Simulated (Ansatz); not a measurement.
# Y2NO2 monolayer: from the cell to its phonons, part 2 of 3

Wanted: phonon frequencies of Y2NO2 monolayer and what follows from them.

Ansatz 0.2.0; DFT PBEsol, scalar-relativistic, plane waves, PAW.

So far. Step 4 (Tight relaxation): The largest force component left is 0.21 meV/Å, within the tolerances set.

## Step 5: Linear response at the zone centre

The zone centre comes first: it holds the modes that light can see, as far as symmetry allows. No field response is asked, since the mesh shows no gap.

input.yaml reads:

```yaml
crystal:
  lattice:
    - [3.5102075745, 0.0, 0.0]
    - [-1.7551037873, 3.0399289321, 0.0]
    - [0.0, 0.0, 32.6]
  atoms:
    - { symbol: "N", position: [0.0, 0.0, 0.3067484663] }
    - { symbol: "Y", position: [0.3333333333, 0.6666666667, 0.3529344125] }
    - { symbol: "Y", position: [0.6666666667, 0.3333333333, 0.2605625201] }
    - { symbol: O, position: [0.6666666667, 0.3333333333, 0.3761978429] }
    - { symbol: O, position: [0.3333333333, 0.6666666667, 0.2372990896] }
  periodic: [true, true, false]
kpoints:
  mp_grid: { grid: [12, 12, 1] }
hamiltonian:
  xc: pbesol
scf:
  occupations: { method: methfessel_paxton, width: 0.15 }
output:
  eigenvalues: true
phonons:
  method: dfpt
```

Started as:

```bash
ansatz run input.yaml --threads 8 --pin off --max-ram 14336MiB --backend cpu --events-out ev --progress --plain --runs-dir out
```

Numbers of over 12 decimals in the logs are rounded to 6 here.

What it wrote:

```text
Warning: crystal.symmetry: narrowed to the stabiliser of the run's FFT grids — unitary ops 12 → 6. A phonons.method: dfpt run fills in the rows of the dynamical matrix that it does not solve by its symmetry operations, which is exact only for operations that map its FFT grids onto themselves: filled in by any other, the frequencies could depend on the order in which like atoms are typed, or, by more than the grids' own error, on where the crystal sits among the grids' points. Excluded: 6 operations. The run can therefore solve more perturbations, solve them on more k-points, or both, and cost more. [rest of the remark cut]
[...]
Crystal: 5 atoms, lattice volume = 347.867 Å³
Basis set: ecut = 420 eV, 6751 PW (Γ), exchange–correlation on 48×48×450 points (8 copies of the dense FFT grid, shifted against one another)
Bands: 25, of which v1, the nominal top of the filled ones, is band 20 counted from 1 (19 counted from 0)
Symmetry: 12 space group operations
k-points: 43 of 144 (irreducible under 2 space group operations, time reversal used)
[...]
SCF iter   1: F=—  HF=-9097.058741 eV  |F-HF|=—  |Δ(HF+E_count)|=         —  Δρ=7.42e-3  dr2=1.87e-1  ethr=1.77e-3  ⟨swp⟩=10.4  Hψ=7404  notcnv=0
[...]
SCF iter  12: F=-9097.015587 eV  HF=-9097.015587 eV  |F-HF|=3.27e-11  |Δ(HF+E_count)|=  1.24e-10  S|Δr|=    0.00e0  Δρ=1.48e-8  dr2=5.96e-13  ethr=1.00e-12  ⟨swp⟩=19.9  Hψ=8127  notcnv=0
SCF 1 converged in 12 iterations: F = -9097.015587 eV  dr2 = 5.96e-13
[...]
DFPT response loops at Γ: preconditioner auto → none (partly filled bands, converged f_vac=0.765); β = 0.50; Broyden in place of MSR1
SCF converged after 12 iterations
[...]
Free energy (F): -9097.015587 eV
[...]
Internal energy: -9097.022453 eV  (E = F + TS)
E sigma→0 (E₀):  -9097.017303 eV
Entropy (-TS):   0.006866 eV (1.373 meV/atom)
Fermi energy:    -6.557772 eV
[...]
--- Band table (eV; the first three rows and the last of 43) ---
  k-point 0: bands = [... 16 lower, -8.2483, -6.7346, -6.0883, -6.0883, -1.8496 (-1.8496°), -1.0512, -1.0510, -1.0510, ... 1 higher]
  k-point 1: bands = [... 16 lower, -8.2205, -6.6345, -6.3333, -6.1713, -1.7969 (-1.7969°), -1.0295, -0.9974, -0.8997, ... 1 higher]
  k-point 2: bands = [... 16 lower, -8.1637, -6.8690, -6.4381, -6.3695, -1.8674, -0.8871 (-0.8871°), -0.7699, -0.5560, ... 1 higher]
  k-point 42: bands = [... 16 lower, -7.8843, -7.1120, -6.9373, -6.8414, -1.5962, -0.6278, -0.4376, -0.2953, ... 1 higher]
  ° read free of the cell's end (the report's vacuum.weakly_bound_levels)
--- Phonons (Γ-DFPT): 10 representative perturbations + reference, on 43 of 144 k-points (Σ response iterations 60) ---
  ASR residual: 2.076e-5 → 0.000e0 eV/Å²; symmetrization residual: 5.365e-6 eV/Å²
  The last average, over the group as it would stand without the narrowing to the FFT grids, took up to 9.343e-7 eV/Å² of the zone centre's force constants
  ASR residual per site (eV/Å²): 1.81e-5 1.96e-5 2.08e-5 1.83e-5 1.80e-5
  Γ frequencies (cm⁻¹): 0.00 0.00 0.00 87.59 87.59 140.05 302.83 302.83 346.75 402.11 414.51 414.51 444.93 444.93 451.32
  non-analytic LO–TO correction: not included (Born effective charges unavailable; polar crystals: no LO–TO splitting at Γ)
```

Wall time 84 s (8 threads of Arm Neoverse V1, shared host); peak memory 1.8 GiB; 10 min of CPU time.

Reading the cycles: dr2 is the Hartree energy of the density residual (eV), the measure of convergence; HF is the Harris–Foulkes estimate of the energy, which meets the free energy F at convergence.

This step gave:

| Property | Result |
| --- | --- |
| sum-rule residual before enforcement | 2.08e-5 eV/Å² |
| point group | -3m |
| highest optical mode at the zone centre (no LO-TO term) | 451.3 cm⁻¹ |
| lowest optical zone-centre mode | 87.59 cm⁻¹ |

Patterns of degenerate modes are one choice out of their space. Modes at Γ, with each element's share of the kinetic energy:

```
mode  frequency (cm⁻¹)  symmetry  N %  Y %  O %
   1               0.0  acoustic    6   79   14
   2               0.0  acoustic    6   79   14
   3               0.0  acoustic    6   79   14
   4              87.6        Eg    0   86   14
   5              87.6        Eg    0   86   14
   6             140.1       A1g    0   85   15
   7             302.8        Eu   92    8    0
   8             302.8        Eu   92    8    0
   9             346.8       A2u   35   20   45
  10             402.1       A1g    0   15   85
  11             414.5        Eg    0   14   86
  12             414.5        Eg    0   14   86
  13             444.9        Eu    2   12   86
  14             444.9        Eu    2   12   86
  15             451.3       A2u   59    0   41
```

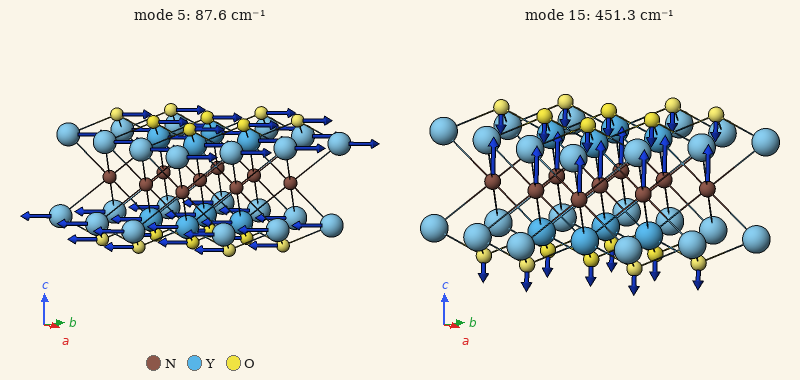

Displacement patterns of modes 5 and 15 at Γ; arrows are exaggerated. 2×2×1 cells are drawn. Some periodic images of atoms are drawn too.

Before it was imposed, the acoustic sum rule was missed by 2.1e-5 eV/Å². Small misses are needed for a sound result but don't prove that mesh and cutoff are converged. The lowest optical mode is real, 87.6 cm⁻¹.

## Step 6: Phonons on a q mesh

Stability and thermal properties need the whole zone. Linear response on a 6×6×1 q mesh gives force constants as far as a supercell of that size would.

Changes to input.yaml since step 5:

```diff
@@ -22 +22,10 @@
   method: dfpt
+  qmesh: [6, 6, 1]
+  temperatures: { t_max: 1000, t_step: 50 }
+  qpath:
+    path:
+      - [0.0, 0.0, 0.0]
+      - [0.5, 0.0, 0.0]
+      - [0.33333333, 0.33333333, 0.0]
+      - [0.0, 0.0, 0.0]
+    npoints: 10
```

What it wrote:

```text
[...]
Crystal: 5 atoms, lattice volume = 347.867 Å³
Basis set: ecut = 420 eV, 6751 PW (Γ), exchange–correlation on 48×48×450 points (8 copies of the dense FFT grid, shifted against one another)
Bands: 25, of which v1, the nominal top of the filled ones, is band 20 counted from 1 (19 counted from 0)
Symmetry: 12 space group operations
k-points: 19 of 144 (irreducible under 6 space group operations, time reversal used)
[...]
SCF iter   1: F=—  HF=-9097.058773 eV  |F-HF|=—  |Δ(HF+E_count)|=         —  Δρ=7.41e-3  dr2=1.87e-1  ethr=1.77e-3  ⟨swp⟩=10.5  Hψ=3260  notcnv=0
[...]
SCF iter  12: F=-9097.015587 eV  HF=-9097.015587 eV  |F-HF|=8.73e-11  |Δ(HF+E_count)|=  1.56e-10  S|Δr|=    0.00e0  Δρ=1.48e-8  dr2=4.97e-13  ethr=1.00e-12  ⟨swp⟩=19.5  Hψ=3574  notcnv=0
SCF 1 converged in 12 iterations: F = -9097.015587 eV  dr2 = 4.97e-13
[...]
phonons: the bands overlap, so this run is a metal and interpolates without the dipole-dipole term. If the crystal is really an insulator or semiconductor, its LO-TO splitting is missing
NSCF: frozen V_eff on 19 k-points
WARN: eigensolver did not converge in 2 slots of this pass, the one above among them; of largest residual over every band (k=12): 1 band(s) unlocked (lowest unlocked band 24, counted from 0; max residual 7.25e-6 eV among the unlocked bands, 7.25e-6 eV over every band); of lowest unlocked band (k=12): band 24
[...]
DFPT response loops at q = (0, 0, 0) (fractional): preconditioner auto → none (partly filled bands, converged f_vac=0.765); β = 0.50; Broyden in place of MSR1
[...]
SCF converged after 12 iterations
[...]
Free energy (F): -9097.015587 eV
[...]
Internal energy: -9097.022453 eV  (E = F + TS)
E sigma→0 (E₀):  -9097.017303 eV
Entropy (-TS):   0.006866 eV (1.373 meV/atom)
Fermi energy:    -6.557771 eV
[...]
--- Band table (eV; the first three rows and the last of 19) ---
  k-point 0: bands = [... 16 lower, -8.2483, -6.7346, -6.0883, -6.0883, -1.8496 (-1.8496°), -1.0512, -1.0510, -1.0510, ... 1 higher]
  k-point 1: bands = [... 16 lower, -8.2205, -6.6345, -6.3333, -6.1713, -1.7969 (-1.7969°), -1.0295, -0.9974, -0.8997, ... 1 higher]
  k-point 2: bands = [... 16 lower, -8.1637, -6.8690, -6.4381, -6.3695, -1.8674, -0.8871 (-0.8871°), -0.7699, -0.5560, ... 1 higher]
  k-point 18: bands = [... 16 lower, -7.9576, -7.5040, -6.9259, -6.9259, -1.5732, -0.6171, -0.6171, -0.5298, ... 1 higher]
  ° read free of the cell's end (the report's vacuum.weakly_bound_levels)
--- Phonons (Γ-DFPT): 10 representative perturbations + reference (Σ response iterations 56) ---
  ASR residual: 2.203e-5 → 0.000e0 eV/Å²; symmetrization residual: 4.453e-6 eV/Å²
[...]
ASR residual per site (eV/Å²): 1.55e-5 2.20e-5 2.20e-5 1.31e-5 1.32e-5
[...]
--- Phonons (arbitrary-q DFPT): 7 irreducible q on the 6×6×1 mesh ---
  q = [0.0000, 0.0000, 0.0000] (star 1, of the zone-centre solve; hermiticity 8.27e-7, symmetrization 7.98e-11, taken by the last average 2.28e-7): -0.00 -0.00 0.00 87.59 87.59 140.05 302.83 302.83 346.75 402.11 414.51 414.51 444.93 444.93 451.32
  q = [0.0000, 0.1667, 0.0000] (star 6, 15 solved perturbations on 78 of 144 k-point pairs; hermiticity 7.05e-7, symmetrization 6.86e-10, taken by the last average 1.85e-7): 41.56 61.00 103.22 104.56 134.89 142.99 293.36 300.70 309.92 377.38 410.93 417.61 439.70 456.57 505.63
[...]
q = [0.1667, 0.1667, 0.0000] (star 6, 10 solved perturbations in 1110 linear systems a pass and spin channel, the states on 144 of 144 k-point pairs; hermiticity 6.62e-7, symmetrization 1.16e-10, taken by the last average 1.62e-7): 75.49 116.15 117.43 138.62 163.46 168.55 286.02 293.37 321.12 374.82 388.54 422.53 434.95 478.65 522.12
[...]
sum rule: each row above includes the acoustic sum rule's correction from the zone centre's row sums; it moved no ω² by more than (0.55 cm⁻¹)²
  mesh force constants: q→R imaginary residual 1.15e-18; ASR residual 2.203e-5 → 0.000e0 eV/Å²; symmetrization residual 1.776e-14 eV/Å²
  interpolated dispersion: 31 rows × 15 modes
  density of states and harmonic sums: on the 24×24×1 q-mesh, interpolated from the force constants of a 6×6×1 supercell (no non-analytic term)
  largest difference from the sums on the solved wave vectors: F 2.65e-2 eV, S 3.33e-5 and C_V 6.73e-6 eV/K
  zero-point energy: 0.269346 eV/cell   skipped modes (ω ≤ 0): 3   left out of the sums: 3.47e-4 of the cell's modes: C_V's classical limit lies that fraction below 3 k_B per atom; for a crystal, a wire or a layer, F and S can be off by more, and a phonons.interpolated_qmesh denser along its periods is the remedy for the sampling
```

Run time: 22 min. Hardware: 8 threads; peak memory 3.2 GiB.

Numbers from this step:

- sum-rule residual before enforcement: 2.20e-5 eV/Å²
- lowest frequency on the path: 0 cm⁻¹
- highest frequency on the path or at a solved wavevector: 542.2 cm⁻¹
- mean frequency: 289.7 cm⁻¹
- lowest mode on the q mesh (acoustic modes at Γ apart): 41.56 cm⁻¹
- zero-point energy per atom: 53.87 meV
- heat capacity at 300 K: 20.78 J/(mol atoms K)
- vibrational entropy at 300 K: 23.05 J/(mol atoms K)
- edges of the widest gap between branches, on path and mesh: 193.8, 285.6 cm⁻¹

Frequencies (cm⁻¹) solved at each irreducible wavevector; negative means imaginary. Frequencies by wavevector, by row:

```
q in reciprocal lattice units  star  mode 1  mode 2  mode 3  mode 4  mode 13  mode 14  mode 15
                        0 0 0     1       0       0       0    87.6    444.9    444.9    451.3
                   0 0.1667 0     6    41.6      61   103.2   104.6    439.7    456.6    505.6
                   0 0.3333 0     6    88.2   109.2   124.6   131.2    428.2    491.5    528.1
                     0 -0.5 0     3   113.1   123.6   126.1   143.6    422.2      497    542.2
              0.1667 0.1667 0     6    75.5   116.2   117.4   138.6    434.9    478.6    522.1
              0.1667 0.3333 0    12     109   120.7   149.4   158.2    429.7    500.7    525.2
              0.3333 0.3333 0     2   121.3   121.3   158.7   158.7    436.4    508.9    508.9
```

Interpolated from a 6×6×1 q mesh. Phonon branches along the path, in cm⁻¹:

```
point  branch 1  branch 2  branch 3  branch 4  branch 12  branch 13  branch 14  branch 15
    Γ         0         0         0        88        414        445        445        451
    M       113       124       126       144        419        422        497        542
    K       121       121       159       159        436        436        509        509
    Γ         0         0         0        88        414        445        445        451
```

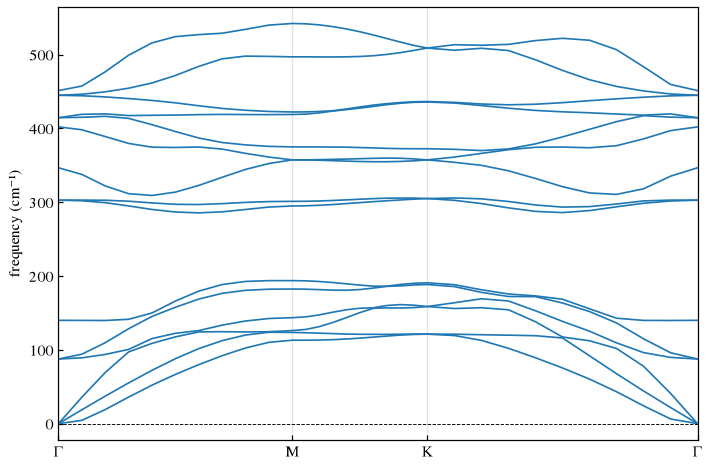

Phonon branches along the path.

The phonon density of states has structure finer than the step of the table below, so its rows give means over 50 cm⁻¹, whole bins alone (the curve runs from 2.5 to 542 cm⁻¹). Peaks (cm⁻¹: height): 122.5: 0.135, 157.5: 0.0623, 182.5: 0.0773, 297.5: 0.127, 372.5: 0.127, 422.5: 0.0992, 497.5: 0.0697.

Tetrahedra on a 24×24×1 mesh, mean over bins of 5 cm-1. Interpolated from a 6×6×1 q mesh. Phonon density of states against wavenumber; means over each step:

```
wavenumber (cm⁻¹)  phonon density of states (1/cm⁻¹/cell)
               50                                 0.00822
              100                                  0.0427
              150                                  0.0454
              200                                  0.0223
              250                                       0
              300                                  0.0463
              350                                  0.0344
              400                                  0.0356
              450                                  0.0295
              500                                  0.0260
```

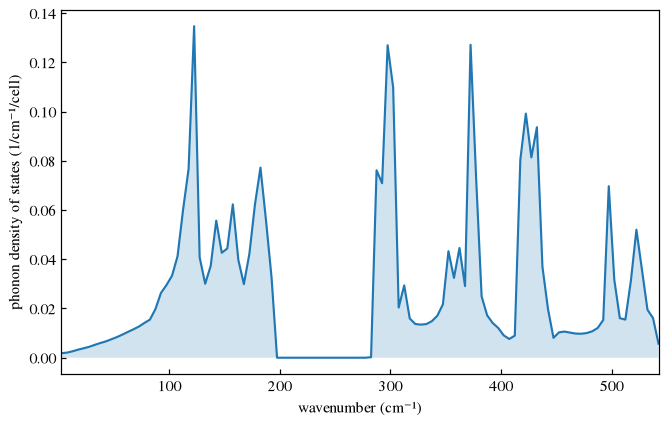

Phonon density of states, plotted against wavenumber.

The partial phonon density of states has structure finer than the step of the table below, so its rows give means over 50 cm⁻¹, whole bins alone (the curve runs from -10 to 568 cm⁻¹). Peaks (cm⁻¹: height): N 298.9: 0.0932, 375.2: 0.0355; O 120.8: 0.0116, 375.2: 0.0489, 422.5: 0.0806, 498.8: 0.0431, 524.2: 0.0331; Y 120.8: 0.0881, 157.2: 0.0440, 182.6: 0.0537, 422.5: 0.0110.

Phonopy on the run's constants, 19x19x1 mesh, Gaussian sigma 4.1 cm-1. Interpolated from a 6×6×1 q mesh. Table of partial phonon density of states by wavenumber; means over each step; values in 1/cm⁻¹/cell:

```
wavenumber (cm⁻¹)        N        O        Y
               50   4.0e-4  0.00102  0.00696
              100   7.3e-4  0.00450   0.0372
              150   4.5e-4  0.00617   0.0391
              200   7.4e-4  0.00376   0.0176
              250   3.3e-5   7.1e-6   4.5e-6
              300   0.0356  0.00610  0.00460
              350   0.0110   0.0174  0.00550
              400  0.00634   0.0260  0.00366
              450   6.6e-4   0.0259  0.00311
              500  0.00255   0.0223   9.7e-4
```

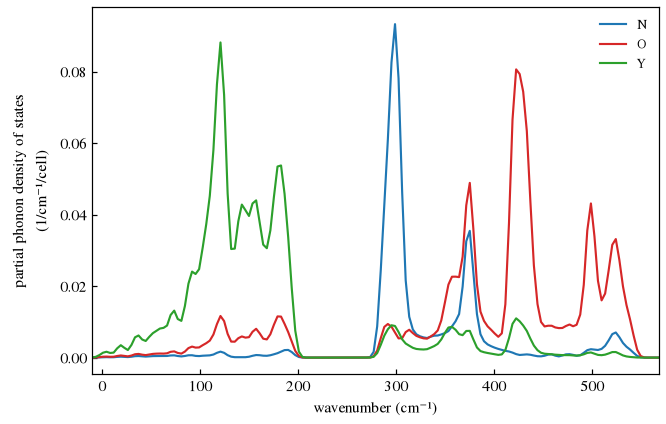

Partial phonon density of states, plotted against wavenumber.

Harmonic thermodynamic functions per atom, from the density of states. Interpolated from a 6×6×1 q mesh. Thermodynamic functions, by row:

```
T (K)  F_vib (meV/atom)  S (J/mol-atom/K)  C_V (J/mol-atom/K)
    0             53.87                 0                   0
  100             51.59             6.086               9.354
  200             40.44              15.3               17.23
  300             20.42             23.05               20.78
  400             -6.82             29.29               22.41
  500             -39.9             34.39               23.26
  600            -77.82             38.67               23.75
  700            -119.9             42.36               24.05
  800            -165.5             45.59               24.25
  900            -214.2             48.45               24.39
 1000            -265.8             51.03               24.49
```

Symmetry leaves 7 wavevectors to solve. The lowest mode among them, the acoustic zeros apart, lies at q = (0, 0.167, 0) and is real, 41.6 cm⁻¹.

## Step 7: Another isotope, element N, natural mass 14.007 amu

An isotope changes the mass and not the force constants, so no new electronic calculation is needed; the shifts show which modes move this element.

[end of part 2 of 3]

[Logs are printed without paths, hosts, clocks, repeated set-up lines and the standing remarks that a program may print on its own settings, such as how far it seeks lower states.]

[Hosts, paths, dates, database ids (printed as entryN), source tags and the programs' standing remarks are cut or masked in the printed files.]
